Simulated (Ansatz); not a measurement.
# Fields on a plane of ZnS (zinc blende)

```xyz
2
Lattice="0.0000 2.6783 2.6783 2.6783 0.0000 2.6783 2.6783 2.6783 0.0000" Properties=species:S:1:pos:R:3 pbc="T T T"
S      1.3391     1.3391     1.3391
Zn     0.0000     0.0000     0.0000
```

The slice is a {110} plane (indices of the conventional cell) through the point (0.000, 0.000, 0.000) (fractional), spanned by u = [100] and v = [1 -1 -1] in vectors of this cell: u (3.79 Å) and v (5.36 Å, at 90° to u). It covers one period; positions are fractions (u, v).

Atoms on it: S at (0.50, 0.75); Zn at (0.00, 0.00).

All values below come from PBEsol (plane waves to 420 eV, PAW, scalar-relativistic; Ansatz, a first-principles code). k mesh 11×11×11. Near the nuclei the fields are pseudised (PAW); where an atom keeps semicore shells as valence, they peak there. ZnS was relaxed with its symmetry unable to fall.

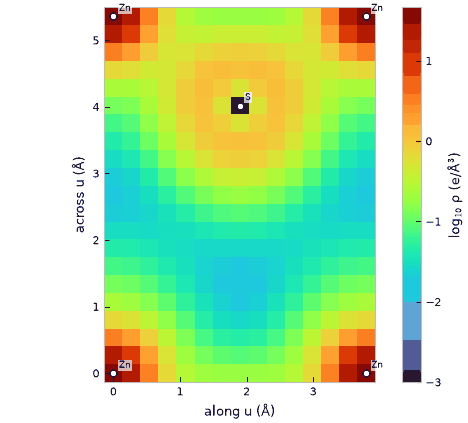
Figure: Log₁₀ of the valence density in e/Å³, one period of the plane, atoms marked. The scale is logarithmic, as a density can span decades between atoms and voids; values under 0.001 e/Å³ are set to 0.001.

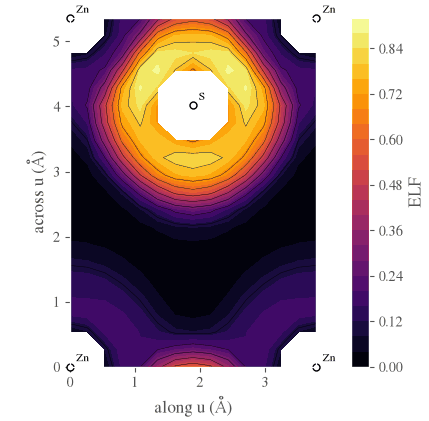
Figure. Electron localisation function (ELF), one period of the plane, atoms marked. Points within 0.5 Å of a nucleus are left white, as the pseudised field means little there.

- Element round which the density of the highest valence band (whole band, smooth part) is largest on this plane = S
